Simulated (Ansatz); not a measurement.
## Profile along the P–B line in BP (zinc blende)

BP (zinc blende)

Space group F-43m (No. 216); a = 4.5364 Å, b = 4.5364 Å, c = 4.5364 Å, α = 90.00°, β = 90.00°, γ = 90.00°

```json
[
 {"atom": "P", "site": "4c", "symmetry": "-43m", "x": "0.2500", "y": "0.2500", "z": "0.2500"},
 {"atom": "B", "site": "4a", "symmetry": "-43m", "x": "0.0000", "y": "0.0000", "z": "0.0000"}
]
```
(The calculation used a cell of 2 atoms; values per cell refer to that cell.)

Fields along a shortest P–B line of a {110} plane (1.96 Å), from P to B, interpolated on the slice's grid (step about 0.2 Å). Method: r2SCAN (plane waves to 500 eV, PAW, scalar-relativistic; Ansatz, a quantum-chemistry and plane-wave program). k mesh 12×12×12. Near the nuclei the fields are pseudised (PAW); where an atom keeps semicore shells as valence, they peak there. BP was relaxed with its symmetry unable to fall. The PAW data are Ansatz's earlier set.

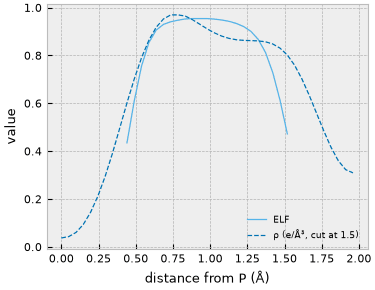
Fig. 1. ELF (away from the nuclei) and valence density from P to B.

Density on the P–B line (1.96 Å) at its midpoint: 0.91 e/Å³. ELF at that point: 1.0. ELF maximum in the middle third of the P–B line: 0.95, 0.9 Å from P.
